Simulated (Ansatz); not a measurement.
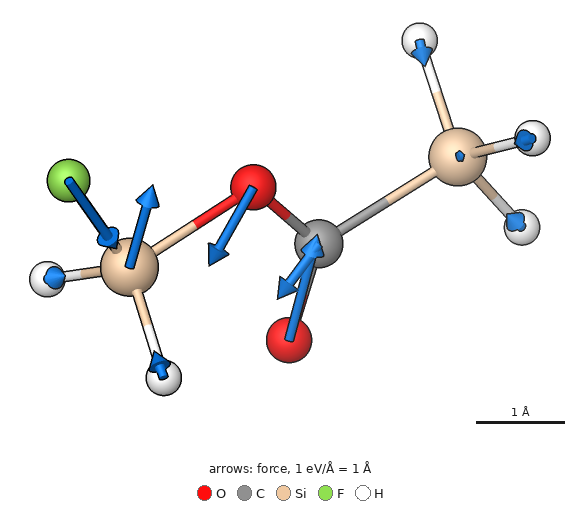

Starting geometry of CH₅FO₂Si₂ with the computed forces as blue arrows. A ball-and-stick model, seen at a tilt.

The start comes from PBE-D4/def2-SVP.

Computed with Ansatz 0.2.0, RKS PBE0-D4/def2-TZVP. Settings: force threshold 0.005 eV/Å; at most 150 steps.

Question: Is this structure relaxed? If not, where do the atoms go?

Answer: It isn't relaxed: the largest force vector, on an O atom, is 1.36 eV/Å. The final displacements follow the starting forces only in part (cosine between the two patterns 0.55). The atom that moves furthest after the best rigid fit is the F atom (0.062 Å). Largest moves by element: F 0.062 Å, H 0.044 Å, O 0.041 Å, Si 0.030 Å, C 0.013 Å. Near-neighbour distances that change, for instance: O–Si 1.741 → 1.688 Å, F–Si 1.630 → 1.590 Å, H–Si 1.498 → 1.479 Å, C–O 1.224 → 1.207 Å. Among the angles between lasting bonds that change: C–O–Si 112.3° → 114.8°. Over 9 accepted moves (10 points after the start) the energy falls by 0.092 eV. Largest force component: 1.1 eV/Å at the start, 0.0033 eV/Å at the end. The line search rejected the trial step at point 7 of the run. The run took 40 s on 4 threads of AMD EPYC 7B13, on a shared host.
